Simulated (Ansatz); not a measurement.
**AlCl$_{3}$H$_{3}$InO: density, localisation and related maps**

```yaml
atoms:
  - { symbol: In, position_ang: [0.2952, -0.2433, 0.3018] }
  - { symbol: Cl, position_ang: [-0.5895, 0.9649, 2.0652] }
  - { symbol: Cl, position_ang: [2.2414, 0.3011, -0.8073] }
  - { symbol: Cl, position_ang: [-1.4283, -1.1071, -1.2711] }
  - { symbol: O, position_ang: [0.1946, -2.2897, 0.9019] }
  - { symbol: Al, position_ang: [-0.9981, -3.1465, -0.2205] }
  - { symbol: H, position_ang: [-0.2531, -4.0312, -1.3134] }
  - { symbol: H, position_ang: [-2.2855, -3.5643, 0.6267] }
  - { symbol: H, position_ang: [0.1109, -2.4203, 1.8679] }
```

Core potentials replace the inner electrons of In.

These are results of RKS LDA/def2-SVP in Ansatz, not measurements.

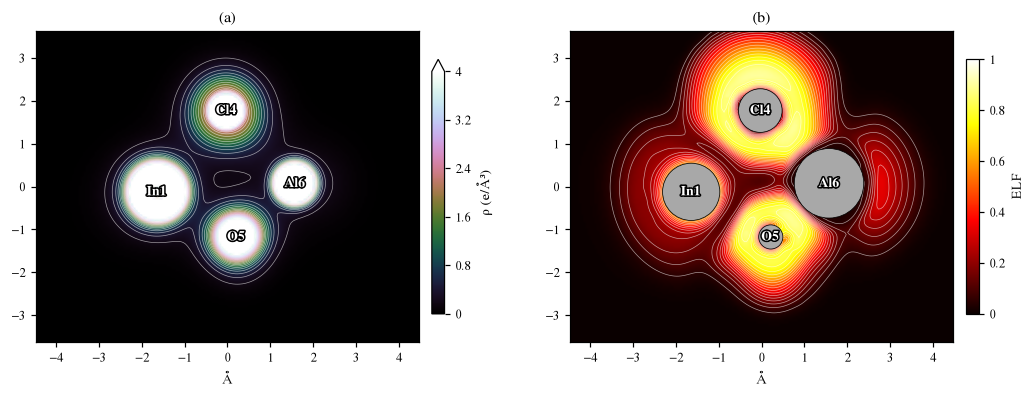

Figure 1. (a) electron density; (b) electron localisation function on the plane of atoms In1, Cl4 and Al6. Grey discs cover the atomic cores in the ELF map.

**Interpret the plot.**

The section cuts through In, Cl, O and Al sites. Al–O (1.85 Å): the density is about 0.61 e/Å³ at the midpoint; the ELF peaks at about 0.90 in the valence shell of O, 0.6 Å from its nucleus, and is about 0.50 at the midpoint. In–O (2.13 Å): ρ is about 0.52 e/Å³ halfway; the ELF peaks at about 0.85 in the valence shell of O, 0.6 Å from its nucleus, and drops to about 0.10 between the two atoms. Al–Cl (2.33 Å): ρ at the midpoint is about 0.44 e/Å³; the ELF peaks at about 0.90 in the valence shell of Cl, 0.9 Å from its nucleus, and is about 0.80 at the midpoint. In–Cl (2.49 Å): the density is about 0.4 e/Å³ at the midpoint; the ELF peaks at about 0.85 in the valence shell of Cl, 0.8 Å from its nucleus, and drops to about 0.15 between the two atoms. The ELF also peaks beside Cl4, away from the bonds: lone-pair regions.

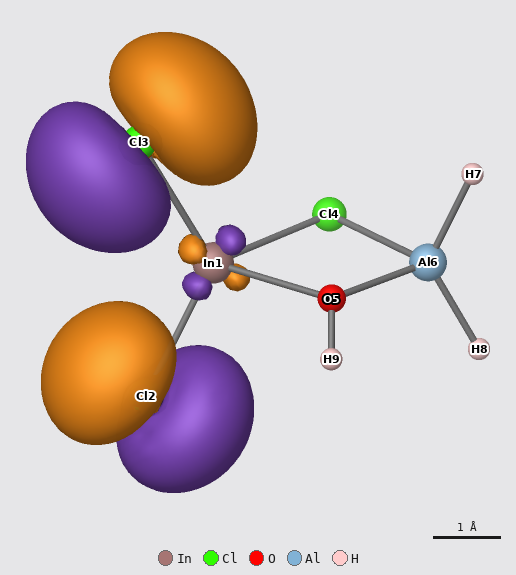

Figure 2. The HOMO−1 at ±0.08 Å⁻³ᐟ² (orange and purple are the two phases), seen across its widest extent.

**What is the character of this orbital?**

Its weight (Hirshfeld) is mainly on Cl3 (about 55 %) and Cl2 (about 35 %). Its energy is −7.81 eV.

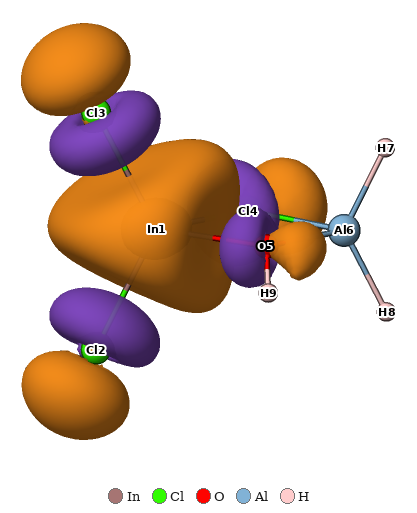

Figure 3. The LUMO at ±0.08 Å⁻³ᐟ² (orange and purple are the two phases), seen across its widest extent.

**What is the character of this orbital?**

By Hirshfeld shares it lies mainly on In1 (about 40 %), Cl3 (about 20 %), Cl2 (about 20 %), Cl4 (about 10 %) and O5 (about 5 %). Its energy is −3.55 eV.
